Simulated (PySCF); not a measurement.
C7H11ClSi

```xyz
20

C    -2.5859    0.5304    1.2404
C    -1.7581   -0.3436    0.6982
C    -0.8152   -0.0874   -0.4355
C    -0.9489    1.2828   -1.0847
Cl   -1.2542   -1.3283   -1.7137
C     0.5995   -0.3651   -0.0415
C     1.1128   -0.6566    1.1617
Si    2.8834   -0.8079    0.5285
C     1.7779   -0.3594   -0.9852
H    -3.2304    0.2503    2.0564
H    -2.6609    1.5515    0.9092
H    -1.7221   -1.3594    1.0695
H    -0.3197    1.3380   -1.9695
H    -0.6313    2.0487   -0.3791
H    -1.9793    1.4655   -1.3800
H     0.5775   -0.7408    2.0936
H     3.8343    0.2197    0.9474
H     3.4806   -2.1403    0.5137
H     1.9484    0.6091   -1.4522
H     1.6865   -1.0966   -1.7803
```

Geometry: GFN2-xTB.

Method: PBE0/pcSseg-1, SCF density, gas phase, non-relativistic in PySCF.

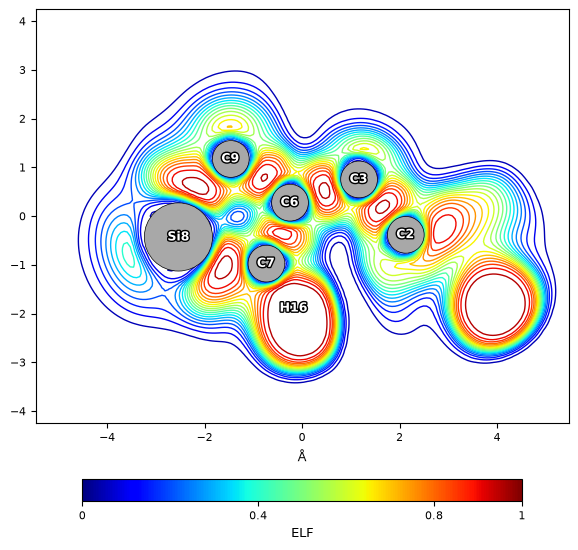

Figure 1. Electron localisation function on the plane of atoms C3, C6 and C9. Grey discs cover the atomic cores.

### Describe what can be read from this map.

The plane passes through C, Si and H nuclei. C–C (1.34 Å): the ELF peaks at about 0.90 between the atoms: a short, multiple covalent bond. C–Si (1.89 Å): the ELF peaks at about 0.95 between the atoms (a covalent bond). C–H (1.08 Å): the ELF climbs to about 1 towards the hydrogen, as it does in any bond to H (a covalent bond by its length). C–C (1.49 Å): the ELF peaks at about 0.95 between the atoms, as expected for localised, covalent bonding. C–Si (1.93 Å): the ELF peaks at about 0.95 between the atoms: a shared electron pair.

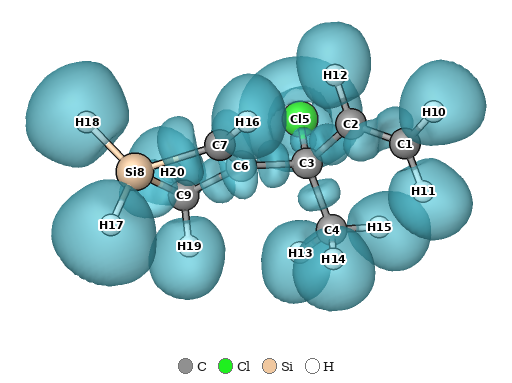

Figure 2. Isosurface of the electron localisation function at 0.8 (cyan), seen at an oblique angle. Only the valence region is drawn (cores and ρ < 0.01 e/Å³ removed).

### What do the ELF domains correspond to?

The ELF exceeds this value in six regions between bonded C–C atoms (shared pairs), one region between bonded C–Cl atoms (shared pairs), two regions between bonded C–Si atoms (shared pairs), eleven regions around hydrogen nuclei and one ring or bowl of non-bonding electrons around Cl.


C–C (1.32 Å): the ELF peaks at about 0.90 between the atoms: a short, multiple covalent bond. C–Cl (1.83 Å): the ELF peaks at about 0.85 between the atoms; a shared electron pair.

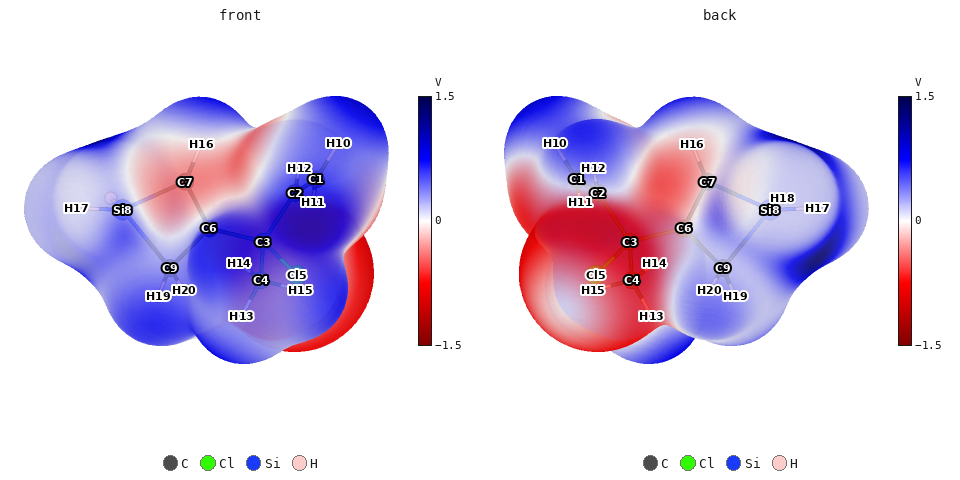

Figure 3. The electrostatic potential painted on the density surface at 0.002 e/bohr³, seen from the front and from behind; the colour scale runs from red (negative) to blue (positive).

### Describe the electrostatic potential map.

The most negative region (about −0.9 V, or −21 kcal/mol for a unit charge) lies over Cl5, the most positive (about +1.3 V, or +30 kcal/mol for a unit charge) over Si8.
